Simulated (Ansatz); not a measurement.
## Electronic structure of I$_{4}$Sn (SMILES [I][Sn]([I])([I])[I]) in real space

```xyz
5

I    -2.3688   -2.2353   -0.0912
I     1.5913   -1.2354   -1.7174
I     0.4123    0.2314    2.2557
I    -1.4853    1.8833   -1.3495
Sn   -0.4626   -0.3390   -0.2256
```

Geometry: r2SCAN-D4/def2-SVP; core potentials replace the inner electrons of I and Sn.

Method: Ansatz 0.2.0, isolated molecule in a Gaussian basis; Kohn-Sham density functional theory, functional PBE0.

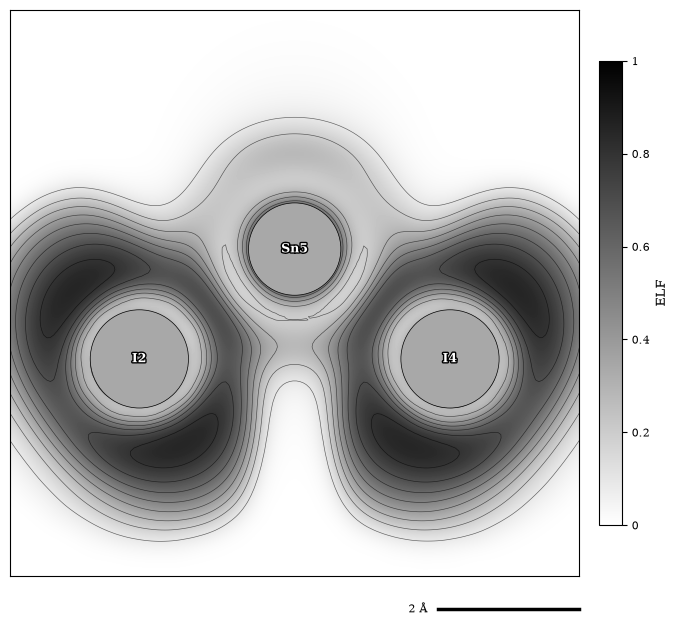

Figure 1. ELF on the plane of atoms I2, Sn5 and I4. Grey discs cover the atomic cores.

### What do the fields say about this system?

- The section cuts through I and Sn sites.
- Sn–I (2.69 Å): the ELF peaks at about 0.70 in the valence shell of I, 1.2 Å from its nucleus, and drops to about 0.20 between the two atoms.
- The ELF also peaks beside I2 and I4, away from the bonds: lone-pair regions.

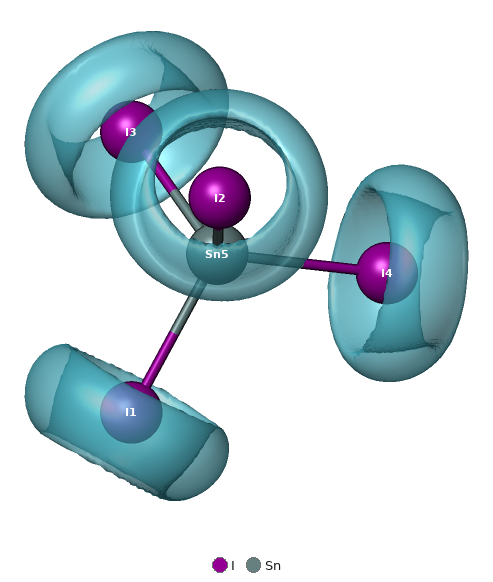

Figure 2. Isosurface of the electron localisation function at 0.8 (cyan), seen at a tilt. Only the valence region is drawn (cores and ρ < 0.01 e/Å³ removed).

### What do the ELF domains correspond to?

The ELF exceeds this value in four rings or bowls of non-bonding electrons around I.

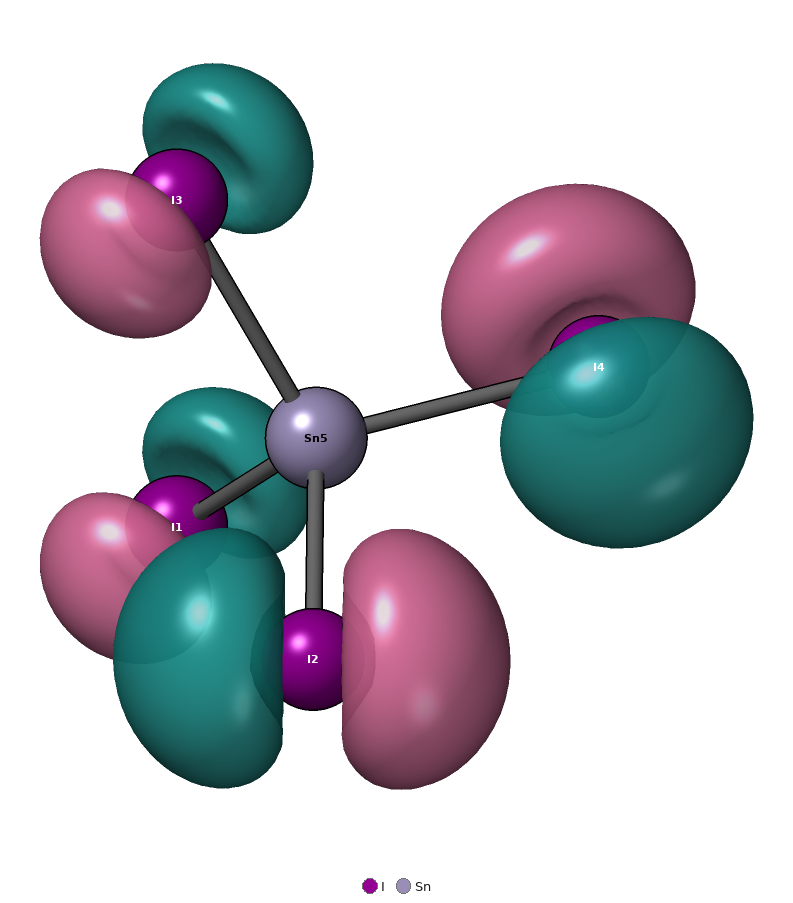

Figure 3. The HOMO at ±0.1 Å⁻³ᐟ² (teal and pink are the two phases), seen at an oblique angle.

### Where does this orbital lie, and at what energy?

By Hirshfeld shares it lies mainly on I2 (about 35 %), I4 (about 35 %), I1 (about 10 %) and I3 (about 10 %); largely a combination of lone pairs on I2, I4, I1 and I3. It is one of a degenerate set, so its orientation is arbitrary. Its energy is −7.92 eV.
